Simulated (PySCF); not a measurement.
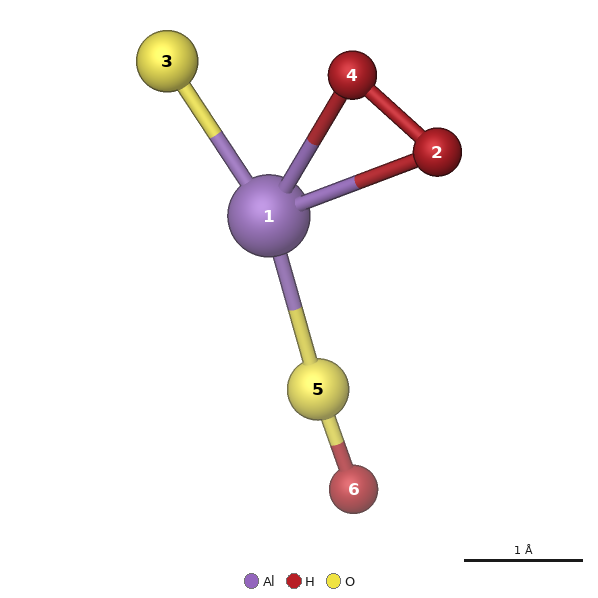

(Drawn from a calculation with PySCF.)

Orthographic view. Distant atoms are faded towards the background colour. Geometry: start.

Give the geometry as a Z-matrix, atoms in numerical order, with these reference atoms: 2 to 1; 3 to 1, 2; 4 to 2, 1, 3; 5 to 1, 3, 4; 6 to 5, 2, 4.

```
Al 
H    1   1.895
O    1   1.586   2    95.1
H    2   0.973   1    66.5   3     0.0
O    1   1.634   3   159.1   4   180.0
H    5   0.947   2   135.5   4   180.0
```
